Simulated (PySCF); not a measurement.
## Electronic structure of BeGa (charge +1) in real space

```xyz
2

Be    0.0000    0.0000   -2.4860
Ga    0.0000    0.0000    0.3250
```

Computed with PBE0/pcseg-2, non-relativistic, at a bond length of 2.811 Å in PySCF.

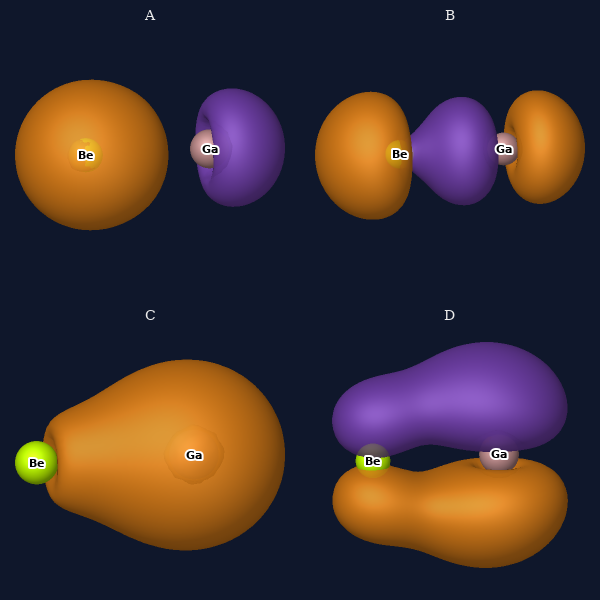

Figure 1. Four frontier orbitals, each drawn at the value that holds 80 % of its norm (orange and purple are the two phases), in no order; of a degenerate pair one member is drawn.

Question: Label each orbital by symmetry, say whether it is occupied, and order them by energy.

Answer: Orbital C: σ, occupied, −16.01 eV; mainly on Ga (90 %).
Orbital A: σ, occupied, −11.85 eV; shared between the atoms (Be 70 %, Ga 30 %).
Orbital B: σ, empty, −7.67 eV; shared between the atoms (Be 60 %, Ga 40 %).
Orbital D: π, empty, −7.51 eV; mainly on Ga (75 %).

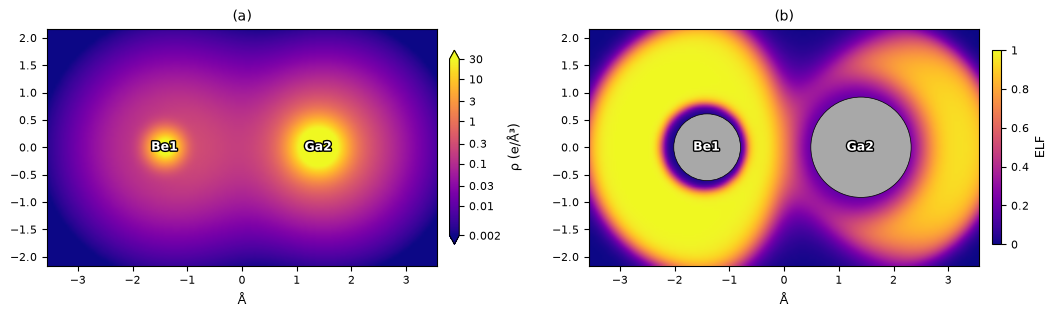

Figure 2. (a) electron density; (b) ELF on a plane that holds the molecular axis. Grey discs cover the atomic cores in the ELF map.

Question: What does the map show?

Answer:
- The section cuts through Be and Ga sites.
- Be–Ga (2.81 Å): ρ at the midpoint is about 0.19 e/Å³; the ELF is about 0.70 at the midpoint.

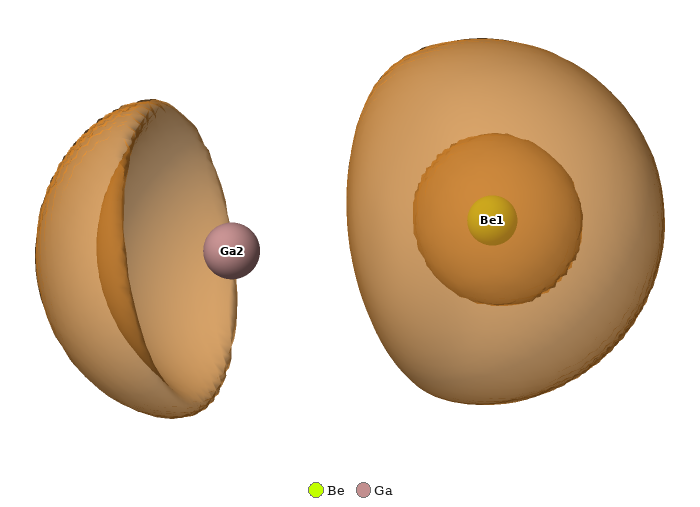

Figure 3. Isosurface of the ELF at 0.75 (orange), seen from one side. Core shells and regions of very low density are left out.

Question: Where are the electrons localised?

Answer: The surface consists of one lobe on Ga, pointing away from the bonds (lone pairs) and one region wrapped around Be (its valence shell).
